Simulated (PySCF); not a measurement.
The calculation's input:

```
{"job": {"kind": "uv", "xc": "CAM-B3LYP", "basis": "def2-SVPD", "nstates": 8, "ntriplets": 3}, "charge": 0, "multiplicity": 1}
F      2.560083     1.056188    -0.022110
Si     1.828597    -0.367647     0.017673
N      0.133469     0.032386    -0.002662
C     -0.920358    -0.853659     0.017835
C     -2.059795    -0.115944    -0.009217
N     -1.746506     1.212340    -0.045829
C     -0.455344     1.269136    -0.041064
H      2.181298    -0.987395     1.282178
H      2.192463    -1.063880    -1.203096
H     -0.754773    -1.910824     0.049273
H     -3.080310    -0.441556    -0.004872
H      0.122373     2.170170    -0.064136
```

Run with:

```sh
OMP_NUM_THREADS=1 python probes_run.py task.json out
```

Geometry: GFN2-xTB.

All numbers below come from CAM-B3LYP/def2-SVPD, SCF density, gas phase in PySCF 2.14.0.

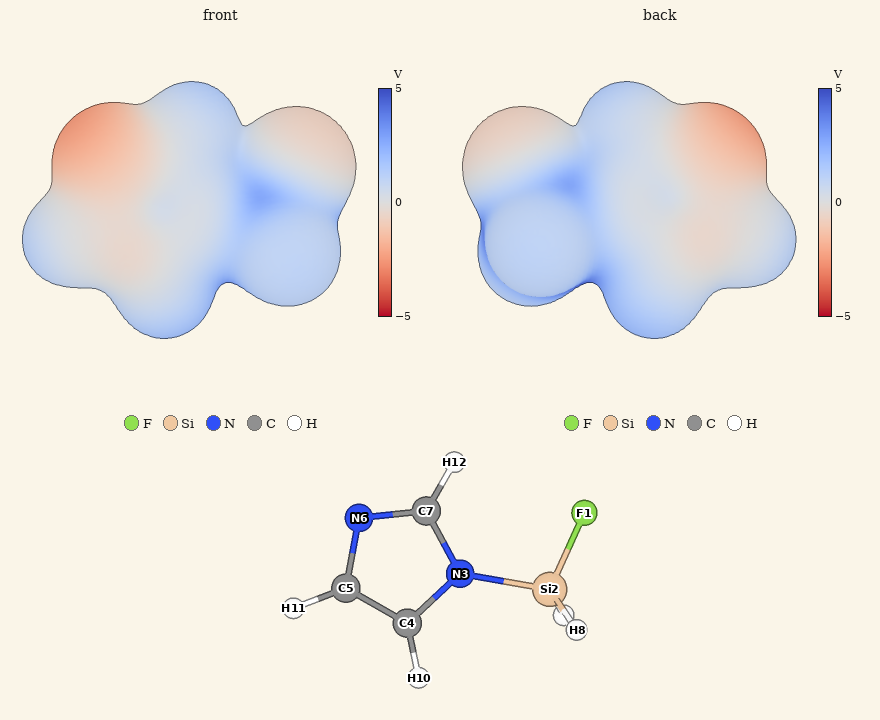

C3H5FN2Si. The electrostatic potential painted on the density surface at 0.004 e/bohr³, seen from the front and from behind; the colour scale runs from red (negative) to blue (positive). The bare structure is drawn below in the same view.

Which sites attract a positive test charge, and which a negative one?

A positive charge is drawn to the negative regions and a negative charge to the positive ones. The most negative region (about −2.4 V, or −55 kcal/mol for a unit charge) lies over N6, the most positive (about +3.9 V, or +90 kcal/mol for a unit charge) over Si2. N6 is the likeliest acceptor of a hydrogen bond.

What dipole moment does the calculation give?

Its dipole moment is 3.82 D.
